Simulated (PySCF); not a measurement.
```csv
atom,x (Å),y (Å),z (Å)
C,0.3625,1.2530,-1.0160
C,0.3652,0.0737,-0.3998
Si,1.8953,-0.7906,0.3202
N,3.2260,0.0386,-0.3983
C,-0.8592,-0.6242,-0.0189
O,-0.8911,-1.3353,0.9605
C,-2.1049,-0.4365,-0.8918
C,-2.9507,0.6026,-0.2136
O,-3.0913,1.7295,-0.5973
H,1.2889,1.7675,-1.2114
H,-0.5394,1.7726,-1.3032
H,2.0087,-0.5458,1.7536
H,1.7750,-2.2222,0.0114
H,4.1496,-0.1590,-0.0516
H,3.2590,0.1432,-1.3999
H,-2.6463,-1.3824,-0.9059
H,-1.8341,-0.1201,-1.8973
H,-3.4219,0.2418,0.7181
```

Geometry: GFN2-xTB.

These are results of PySCF, PBE0/pcSseg-1, SCF density, gas phase, non-relativistic, not measurements.

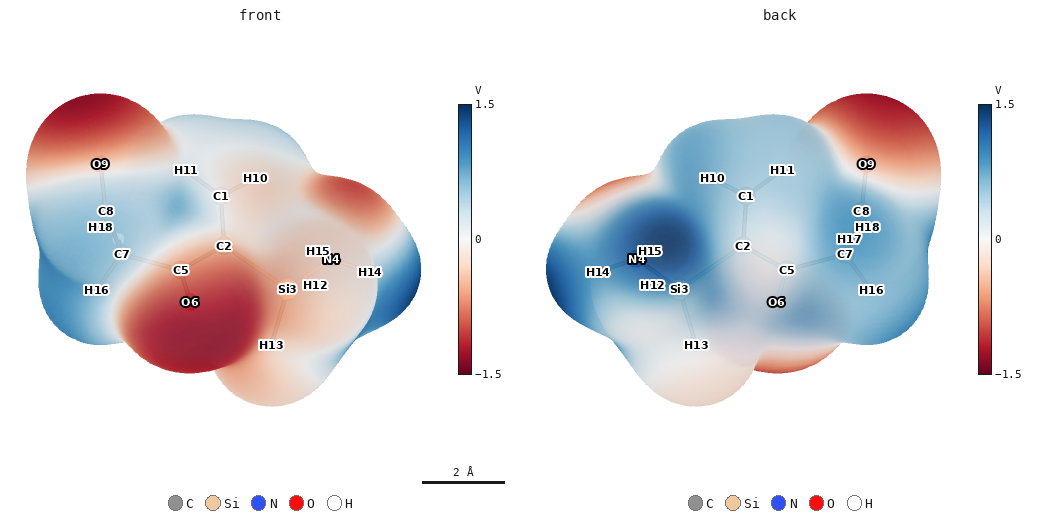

C5H9NO2Si (SMILES C=C([SiH2]N)C(=O)CC=O). The electrostatic potential painted on the density surface at 0.001 e/bohr³, seen from the front and from behind; red is negative and blue positive.

Describe the electrostatic potential map.

The most negative region (about −1.3 V, or −30 kcal/mol for a unit charge) lies over O6 and O9, the most positive (about +1.4 V, or +32 kcal/mol for a unit charge) over H14 and H15.

What dipole moment does the calculation give?

Its dipole moment is 3.00 D.
